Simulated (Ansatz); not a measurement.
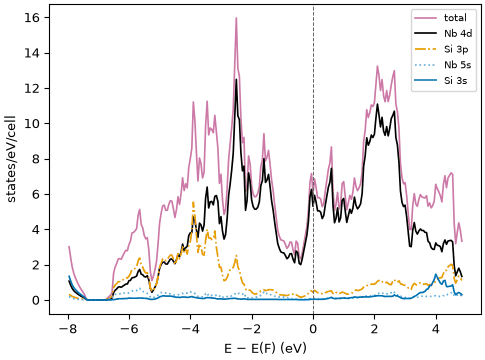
*Total and projected density of states of Nb$_{3}$Si$_{2}$ in space group P4/mbm (No. 127; Nb on 2a, Nb on 4h, Si on 4g), r²SCAN in the plane-wave PAW code Ansatz*

Task: Which orbitals carry the states next to the Fermi level?

Result: Within 0.5 eV of the Fermi level: Nb 4d 87 %, Si 3p 7 %. Projections are on Löwdin-orthogonalised atomic valence shells; empty p or d shells of many metals are not among them.

Task: Where is the tallest occupied peak in this window, and what makes it?

Result: Near -2.5 eV, about 16 states/eV per cell; the largest projected share is Nb 4d.

The workflow started from a Materials Project entry (that database holds measured and hypothetical structures alike); the Crystallography Open Database copy checked does not list it. Its standing as an ambient phase is unchecked. The cell was relaxed with r²SCAN under the symmetry of its start; its stability against distortions is not shown here. The run is not spin-polarised. Scalar-relativistic: spin–orbit coupling is off unless named, which matters more the heavier the elements.

Potentials: the later of the program's two PAW sets.
